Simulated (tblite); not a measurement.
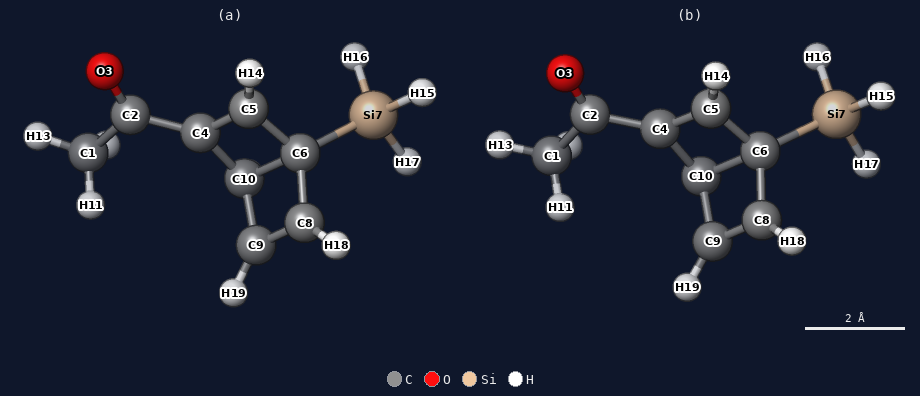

The structure of C₈H₁₀OSi before (left) and after (right) a relaxation, at one scale.

The picture is a ball-and-stick view, seen face on.

Theory: GFN2-xTB geometry optimisation, gas phase (tblite 0.8.0). 

> What changed between the two?

After 77 geometry steps the energy has fallen by 23.9 kJ/mol. An H atom moves most after the best rigid fit: 0.20 Å. By element the largest moves are H 0.20 Å, C 0.11 Å, Si 0.07 Å, O 0.05 Å. Near-neighbour distances that change, for instance: C–O 1.245 → 1.212 Å, H–Si 1.495 → 1.463 Å, C–C 1.531 → 1.503 Å, C–C 1.542 → 1.566 Å. Among the angles between lasting bonds that change: C–C–C 128.2° → 134.7°, C–C–C 136.9° → 131.2°, C–C–H 119.3° → 124.4°.
